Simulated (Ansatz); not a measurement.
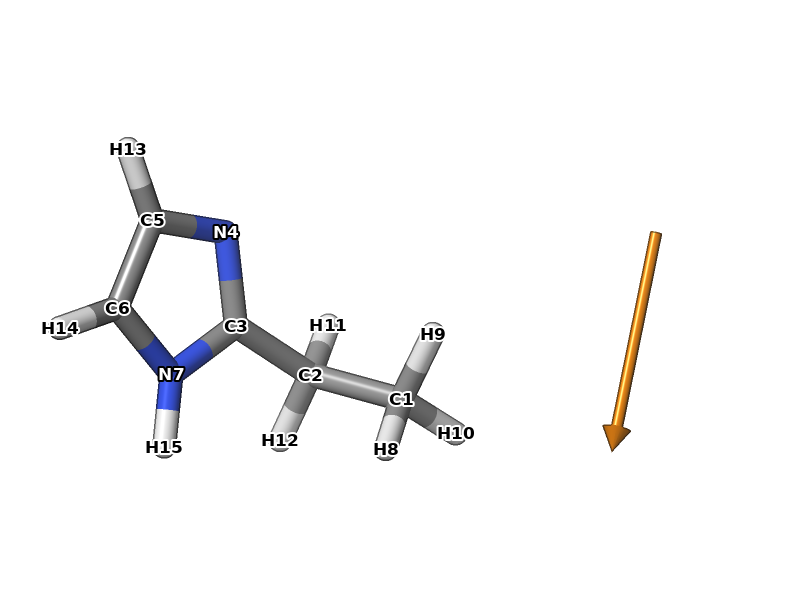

The arrow beside the molecule shows the direction of the dipole moment, from the negative to the positive end (its length means nothing). The geometry was computed by an optimisation with PBE-D4/def2-SVP. No frequency run is at hand to confirm it as a minimum. Properties computed with RKS PBE-D4/def2-SVP (Ansatz 0.2.0).

**Estimate the dipole moment.**

3.47 D; it points from the side of H13 to the side of H15 (the outermost atoms at the two ends).
